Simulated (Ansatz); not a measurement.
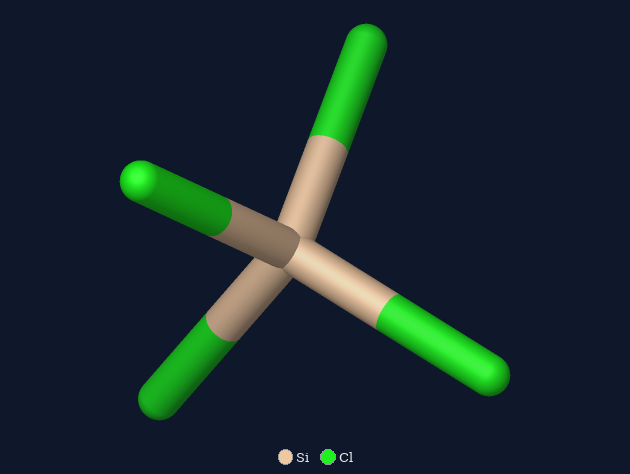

Stick drawing of a structure. Every bond is drawn as one stick, whatever its order.

Which formula does it have?

SiCl4, 5 atoms: 1 silicon and 4 chlorine.

How many sets of symmetry-equivalent atoms are there?

2: 1 Si, 4 Cl.

What is the point group of this geometry?

Td.

More results for the same structure follow; atom numbers are the same in all pictures, views and colours differ. Computed geometry: PBE0-D4/def2-TZVP optimisation.

## Vibrations

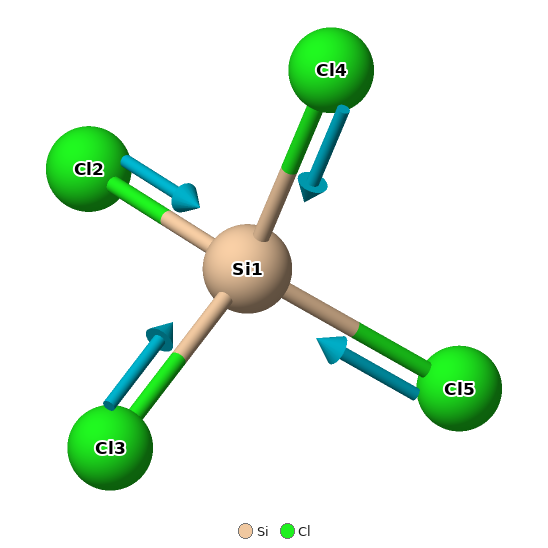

The arrows show one normal mode. Harmonic vibrations computed with RKS PBE0-D4/def2-TZVP (Ansatz 0.2.0) at a stationary point of the same level.

What kind of motion is it?

Mostly in-phase stretching of 4 Cl–Si bonds.

Estimate its harmonic wavenumber.

422 cm⁻¹; it is mode 6 of 9 counted from the lowest.

## Thermal motion

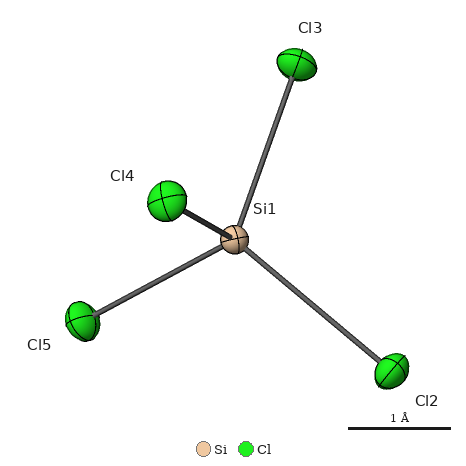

Displacement ellipsoids at the 50 % level, enlarged 2 times, from the internal vibrations of the free molecule (harmonic, no overall translation or rotation; no half-axis is drawn under 0.075 Å). Vibrations computed with RKS PBE0-D4/def2-TZVP (Ansatz 0.2.0). Temperature: 400 K.

Which atom has the largest mean-square displacement?

Cl2, Cl3, Cl4, Cl5, with U_eq = 0.0036 Å².

List U_eq and the three principal root-mean-square amplitudes for each kind of atom.

```csv
atom,U_eq (Å²),rms amplitudes (Å)
Si1,0.0020,"0.045, 0.045, 0.045"
"Cl2, Cl3, Cl4, Cl5",0.0036,"0.049, 0.065, 0.065"
```

## Electronic properties

Level of theory: RKS PBE0-D4/def2-TZVPP (Ansatz 0.2.0).

Computed properties:

- HOMO energy (Kohn–Sham orbital): −9.54 eV
- LUMO energy (Kohn–Sham orbital): −0.56 eV
- HOMO–LUMO gap: 8.98 eV
